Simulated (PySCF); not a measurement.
**F4MoO: what the electrons do**

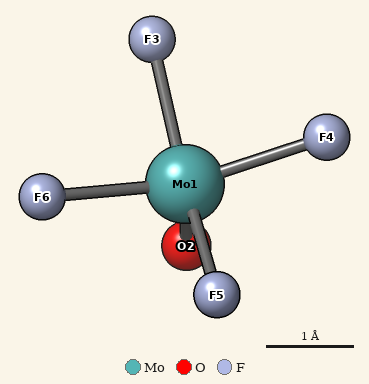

The molecule, with its atoms numbered as below. No frequency check shows the geometry to be a minimum.

Cartesian coordinates (Å):

```
Mo1     -0.0000    0.0000    0.0353
O2       0.0002    0.0000    1.6698
F3       0.3968    1.6460   -0.4123
F4      -1.6460    0.3969   -0.4122
F5      -0.3969   -1.6460   -0.4123
F6       1.6460   -0.3969   -0.4124
```

### 1. Bonding charge

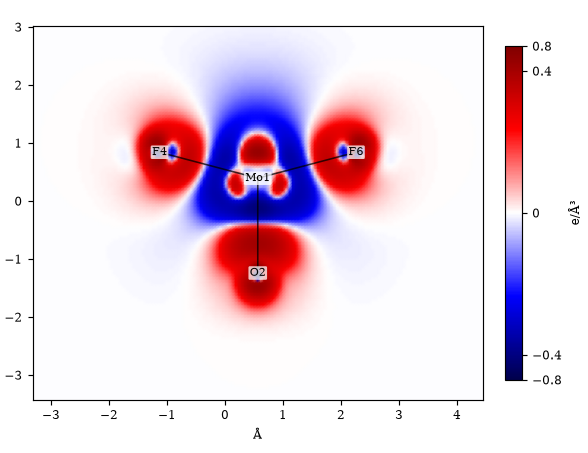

Deformation density (molecule less spherical, spin-averaged free atoms) in the plane of Mo1, O2, F4 and F6; colour scale in e/Å³, logarithmic beyond ±0.1; red: gain, blue: loss.

Computed with PySCF, BLYP/def2-SVP, geometry: GFN2-xTB. Core potentials replace the inner electrons of Mo; spin–orbit coupling isn't included. This is a single-reference result, which may miss multireference character in this system.

> How much density has each bond in this plane gained at its critical point, relative to the free atoms?

Mo1–O2: +0.19 e/Å³ at the bond critical point (bond length 1.64 Å, Mayer order 2.2). Mo1–F4 and Mo1–F6: −0.01 e/Å³ at the bond critical point (bond length 1.75 Å, Mayer order 1.1); up to 0.6 Å beside the axis the gain reaches +0.20 e/Å³. In all, 1.2 electrons gather in the regions of gain relative to the promolecule. A small or negative value marks a very polar bond, one between electron-rich atoms, whose free-atom densities already overlap strongly, a long bond to a heavier atom, or a closed-shell contact such as a hydrogen bond.

### 2. Bond critical points

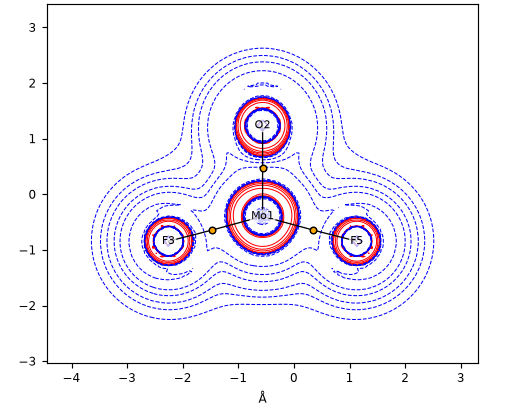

Negative Laplacian of the density (−∇²ρ) in the plane of Mo1, O2, F3 and F5 (solid red lines positive, dashed blue lines negative, contours at ±0.02 to ±8 a.u.), with bond paths and bond critical points (dots).

> Sort the bonds in the plane by the sign of ∇²ρ at their critical points.

At none is it concentrated. Depleted (∇²ρ > 0): Mo1–O2 (+0.83 a.u., H = −0.272); Mo1–F5 and Mo1–F3 (+1.10 a.u., H = −0.074). A positive Laplacian with negative H is typical of metal–ligand bonds.

### 3. Local ionisation energy

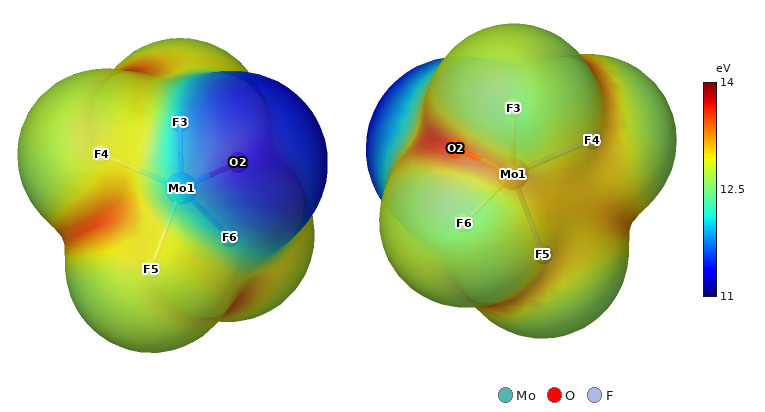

Average local ionisation energy on the surface of electron density 0.001 a.u. (back view left, front view right).

> Where are the most loosely bound electrons on this surface?

The lowest value is 11.3 eV, 1.7 Å from O2. Further minima include 12.6 eV, 1.6 Å from F6, and at like points elsewhere. For comparison, the highest occupied orbital lies at −9.5 eV.

> What volume does the surface enclose, and what is the dipole moment?

About 88 Å³; the dipole moment is 0.7 D.

### 4. Removing or adding an electron

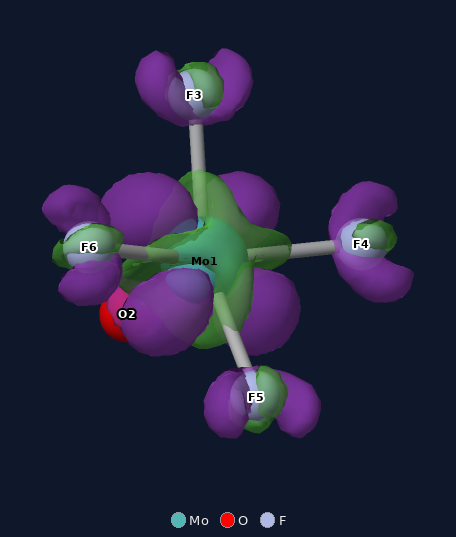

Fukui function f⁺ = ρ(N+1) − ρ(N) at fixed geometry, surfaces at ±0.05 e/Å³ (purple positive, green negative).

Method: PBE/def2-SVPD; geometry: GFN2-xTB; program: PySCF. Core potentials replace the inner electrons of Mo; spin–orbit coupling isn't included. This is a single-reference result, which may miss multireference character in this system.

> On which atoms does the density change most on addition of an electron?

f⁺ (Hirshfeld-condensed) is largest on Mo1 (0.34); the vertical electron affinity is 1.31 eV (the stability of the anion's solution wasn't checked; the anion's highest orbital has positive energy, so this value and f⁺ depend on the basis). Condensed values hint at sites of nucleophilic attack but needn't mark the atom that reacts. Orbital relaxation makes it negative in places (0.23 e in all).

The PySCF runs shown took 15 s and 2 min on 1 thread of Arm Neoverse V1, on a shared host.
